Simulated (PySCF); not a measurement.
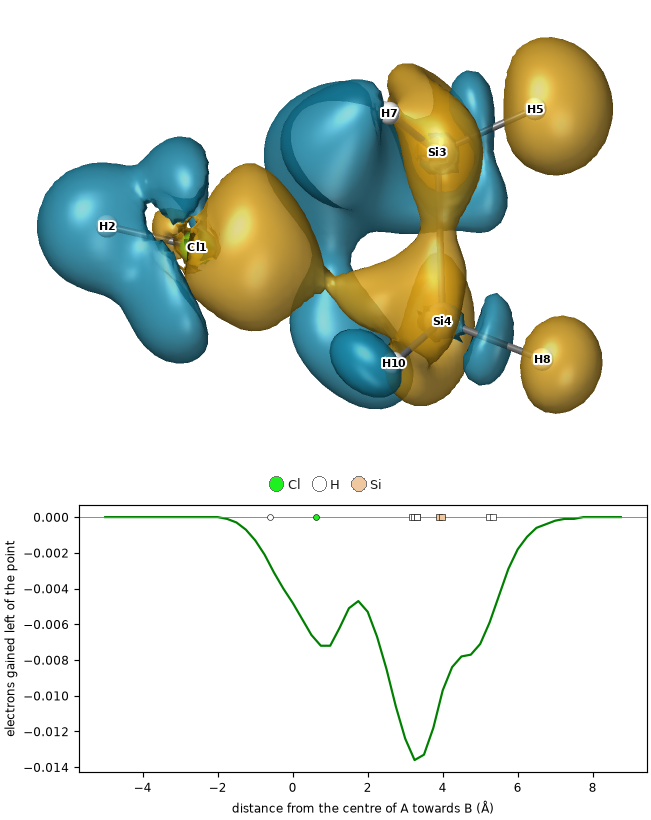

ClH₇Si₂, SMILES `Cl.[SiH3][SiH3]`. Density of the complex less the densities of the two fragments at the same geometry, ±0.0004 e/Å³ (yellow: gain, teal: loss). Fragment A: HCl (atoms 1–2); fragment B: Si2H6. Below: the charge-displacement curve along the line of centres (A on the left).

PySCF calculation, PBE/6-31+G*, gas phase; geometry: GFN2-xTB. GFN2-xTB bond lengths at metals and heavier atoms can be off by up to 0.1 Å and shapes distorted, which carries into these values.

### How is the density rearranged on binding?

Hirshfeld charges show almost no net transfer (under 0.005 e). 0.02 e is displaced in all, which induces a dipole of 0.24 D.

### What is the interaction energy, and which contacts carry it?

The counterpoise-corrected interaction energy of the frozen fragments is +0.9 kcal/mol without dispersion correction and −0.5 kcal/mol with D3(BJ). The pair geometry is semi-empirical, not a minimum at this level. Contacts: Cl1···Si3, 3.54 Å, ρ = 0.007 a.u.; Cl1···Si4, 3.51 Å, ρ = 0.006 a.u., a bond path close to vanishing (ellipticity 19.9). The pose is a local one from a semi-empirical search, not shown to be the most stable.

Cost of the run: 25 s on 1 thread of Arm Neoverse V1, with other jobs on the host, peak memory 0.37 GiB.
